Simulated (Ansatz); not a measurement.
# GeRh (Pnma): a Bloch–Grüneisen fit of the computed resistivity

Wanted: a compact model of ρ(T) for GeRh (Pnma) and a check of it.

The resistivities were computed with Ansatz 0.2.0 (DFT PBEsol, scalar-relativistic, plane waves, PAW; PAW set soft_1) from the linearised Boltzmann equation with harmonic phonons, on q 2×4×2, k 6×12×6, scattering 12×16×8; the fit below is done by hand on them.

**1. What is given**

The structure is orthorhombic, space group Pnma (No. 62). The conventional cell has a = 5.631 Å, b = 3.327 Å, c = 6.362 Å, α = 90.00°, β = 90.00°, γ = 90.00°. Ge on site c is surrounded by 6 Rh at 2.46 to 2.55 Å. Around Rh on site c lie 6 Ge at 2.46 to 2.55 Å.

This is the relaxed cell of the run, from steps not shown here.

The mean resistivity of the three axes from 50 to 800 K, with one row held back; the colder rows stay outside the fit and test it at the end:

```
T (K)  ρ (μΩ cm)
   50      6.892
   80      14.82
  100      20.44
  150      34.46
  200          ?
  273      67.84
  300      75.09
  400      101.9
  500      129.0
  600      156.5
  800      212.4
```

**2. Model and fit**

Bloch and Grüneisen's form is ρ(T) = A (T/Θ)⁵ J₅(Θ/T), with J₅(z) the integral of x⁵/((eˣ − 1)(1 − e⁻ˣ)) from 0 to z. It goes as T⁵ far below Θ and as A T/(4Θ) far above. For a trial Θ the best A is the geometric mean of ρ/[(T/Θ)⁵ J₅] over the rows, and the scatter of that ratio measures the fit:

```
Θ (K)  A (μΩ cm)  scatter (%)
  110      104.1         12.3
  146      143.1          7.2
  164      164.1          4.5
  182      186.2          3.0
  200      209.6          4.7
  228      248.8         10.0
  272      318.2         19.7
```

The scatter is least at Θ = 182 K, with A = 186.2 μΩ cm (3.0 % r.m.s.).

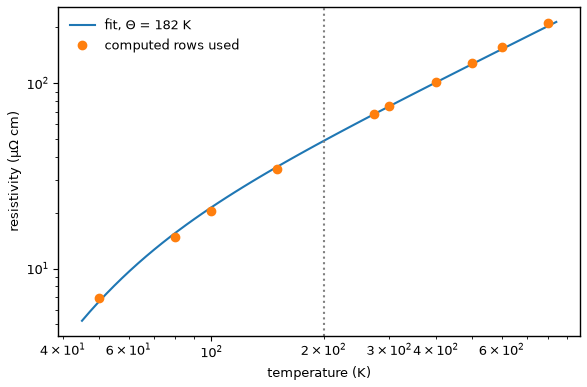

The fit through the rows used; the dotted line marks the temperature held back.

**3. The row held back**

At T = 200 K, Θ/T = 0.910, J₅ = 0.1638 and (T/Θ)⁵ = 1.602, so the fit gives 48.87 μΩ cm. The computed value is 48.17 μΩ cm: the fit is off by +1.46 %. Outside its range, at 20 K, it gives 0.332 against 0.928 μΩ cm computed, 0.36 times that; at that temperature the run's own test moves by 14 % between meshes in the component that moves most. Among the rows used, the largest miss is +5.0 %, at 80 K.

**4. Reading Θ and A**

Θ = 182 K is 1.71 times ħω_log/k_B (106 K) and 0.47 of the highest phonon frequency (383 K). The high-temperature slope of the fit, A/(4Θ), is 0.256 μΩ cm/K. The same slope from the run's transport coupling and plasma energy, 2π k_B λ_tr/(ħ ε₀ ω_p²) with λ_tr = 0.722, 0.750, 0.813 (xx, yy, zz) and ħω_p = 2.53, 5.78, 3.32 (xx, yy, zz) eV, is 0.280 μΩ cm/K in the mean of the axes, +9.3 % from it. For comparison, the computed rows rise by 0.279 μΩ cm/K between the two hottest.

**5. Outcome**

```
Θ                                            : 182 K
A                                            : 186.2 μΩ cm
scatter of the fit                           : 3.0 %
held-back row at 200 K, fit against computed : 48.87 against 48.17 μΩ cm
```

Two numbers, Θ = 182 K and A = 186 μΩ cm, hold the computed ρ(T) from 50 to 800 K within 3.02 % r.m.s. and predict the held-back row within 1.46 %. At 20 K, outside the rows fitted, it gives 0.36 times the computed value. The misses are not random: the largest is +5.0 %, at 80 K. By the run's own test the resistivity at 300 K moves by 9 % between its two finest scattering meshes, in the component that moves most. The mean hides an anisotropy: at 300 K the components are 121, 23.3, 81.2 (xx, yy, zz) μΩ cm. The fit describes the calculation: impurities, thermal expansion, changes of phase and anharmonicity are in neither.

[Logs are printed without paths, hosts, clocks, repeated set-up lines and the standing remarks that a program may print on its own settings, such as how far it seeks lower states.]

[Hosts, paths, dates, database ids (printed as entryN), source tags and the programs' standing remarks are cut or masked in the printed files.]
